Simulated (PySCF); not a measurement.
**C₄H₁₃FOSi₃: density, localisation and related maps**

```xyz
22

C    -2.9223    0.6273   -0.9752
Si   -1.9263    0.7279    0.6464
C    -2.2244   -0.8690    1.6478
Si    0.3455    1.0318    0.2468
C     1.0293   -0.4980   -0.7330
F     0.2709   -0.6108   -1.9126
Si    2.8784   -0.5032   -1.1959
C     3.8159   -0.7215    0.4641
O     3.2720   -0.7928    1.5372
H    -2.5198   -0.1341   -1.6377
H    -3.9669    0.3884   -0.7947
H    -2.8891    1.5715   -1.5109
H    -2.4717    1.8511    1.4389
H    -1.6581   -0.8605    2.5748
H    -3.2730   -0.9890    1.9057
H    -1.9250   -1.7516    1.0886
H     0.6735    2.1819   -0.6124
H     1.2058    1.1312    1.4281
H     0.7977   -1.4112   -0.1717
H     3.2434   -1.6309   -2.0589
H     3.3093    0.7612   -1.7950
H     4.9246   -0.7893    0.4189
```

Geometry: GFN2-xTB.

Computed with PySCF 2.14.0, PBE0/pcSseg-1, SCF density, gas phase, non-relativistic.

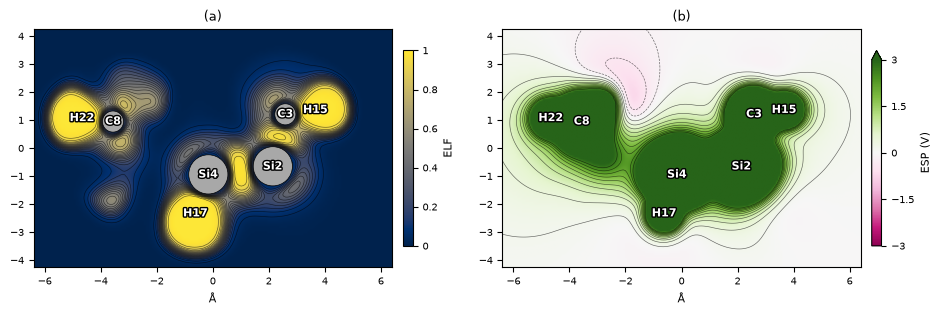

Figure 1. (a) electron localisation function; (b) molecular electrostatic potential on the plane of atoms Si2, C3 and H15. Grey discs cover the atomic cores in the ELF map.

**Interpret the plot.**

Atoms in the plane: Si, C and H.
C–Si (1.91 Å): the ELF peaks at about 0.95 between the atoms, as expected for a shared electron pair.
Si–Si (2.33 Å): the ELF peaks at about 1 between the atoms (a shared electron pair).
C–H (1.09 Å): the ELF climbs to about 1 towards the hydrogen, as it does in any bond to H (a covalent bond by its length).
Si–H (1.47 Å): the ELF climbs to about 1 towards the hydrogen.
Outside the dense part of the molecule the potential is most negative (−0.7 V) near O9, which lies off the plane.

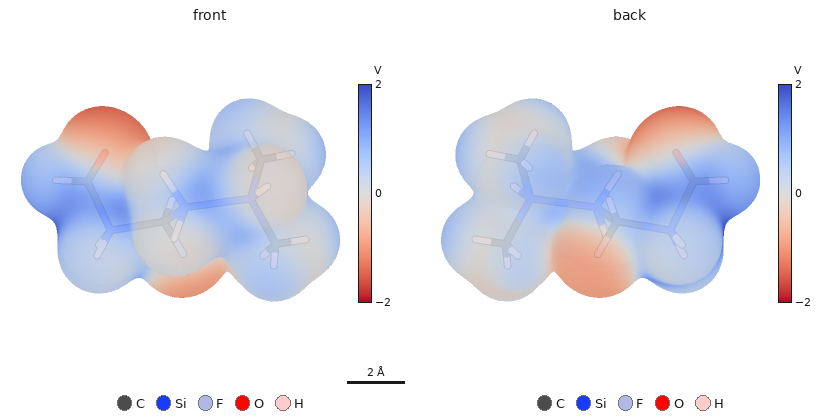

Figure 2. The electrostatic potential painted on the density surface at 0.002 e/bohr³, seen from the front and from behind; the colour scale runs from red (negative) to blue (positive).

**Where is the surface potential most negative and most positive?**

The most negative region (about −1.4 V) lies over O9, the most positive (about +1.7 V) over Si7. O9 is the likeliest acceptor of a hydrogen bond.

**What dipole moment does the calculation give?**

Its dipole moment is 0.97 D.
